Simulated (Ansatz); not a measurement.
# Fields on a plane of NbN (rock salt)

```xyz
2
Lattice="0.0000 2.1900 2.1900 2.1900 0.0000 2.1900 2.1900 2.1900 0.0000" Properties=species:S:1:pos:R:3 pbc="T T T"
N      0.0000     0.0000     0.0000
Nb     2.1900     2.1900     2.1900
```

The slice is a {111} plane (indices of the conventional cell) through the point (0.000, 0.000, 0.000) (fractional), spanned by u = [100] and v = [-1 2 0] in vectors of this cell: u (3.10 Å) and v (5.36 Å, at 90° to u). It covers one period; positions are fractions (u, v).

Atoms on it: N at (0.00, 0.00); N at (0.50, 0.50).

These are PBEsol (plane waves to 420 eV, PAW, scalar-relativistic; Ansatz, a quantum-chemistry and plane-wave program) values and carry that method's errors. k mesh 18×18×18. These are valence fields of a PAW run, semicore shells included where kept as valence: close to a nucleus they are smooth pseudo fields. NbN is run without spin polarisation. NbN was relaxed with its symmetry unable to fall. This is a high-temperature form of NbN.

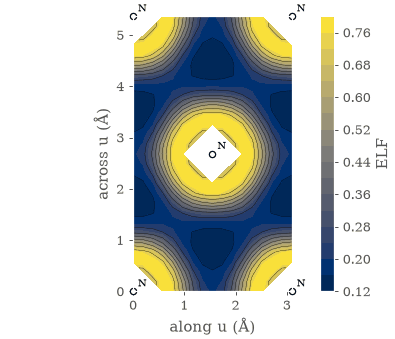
*Electron localisation function (ELF), one period of the plane, atoms marked. Points within 0.4 Å of a nucleus are left white, as the pseudised field means little there.*

```
|xxxxxxxxxx88998877889988xxxxxxxx|
|xxxxxxxxxx88775555557788xxxxxxxx|
|xxxxxxxx778855332233558877xxxxxx|
|xxxxxx7788774411001144778877xxxx|
|77779999996633000000336699998877|
|77888899886644221122446688998888|
|44556677887766554455667788776655|
|11224466889988887788889988664422|
|00003366999999777777889999663300|
|001144778877xxxxxxxxxx7788774411|
|2233558877xxxxxxxxxxxxxx77885533|
|55557788xxxxxxxxxxxxxxxxxx887755|
|77889988xxxxxxxxxxxxxxxxxx889988|
|88889988xxxxxxxxxxxxxxxxxx889988|
|77889988xxxxxxxxxxxxxxxxxx889988|
|55557788xxxxxxxxxxxxxxxxxx887755|
|2233558877xxxxxxxxxxxxxx77885533|
|001144778877xxxxxxxxxx7788774411|
|00003366999988777777999999663300|
|11224466889988887788889988664422|
|44556677887766554455667788776655|
|77888899886644221122446688998888|
|77778899996633000000336699999977|
|xxxxxx7788774411001144778877xxxx|
|xxxxxxxx778855332233558877xxxxxx|
|xxxxxxxxxx88775555557788xxxxxxxx|
|xxxxxxxxxx88998877889988xxxxxxxx|
|xxxxxxxxxx88998888889988xxxxxxxx|
```
Scale: ten equal steps from 9.30 (start of '0') to 12.23 (end of '9'), in the order '0123456789'. Values: electrostatic potential energy of an electron, from the cell's mean, in eV. The map has 16 points along u (two characters each, u = 0 at the left) and 28 along v (v = 0 in the bottom row). Points within 0.9 Å of a nucleus are blanked (x), as the pseudised field means little there. The zero, the cell's mean, hangs on the PAW cores.
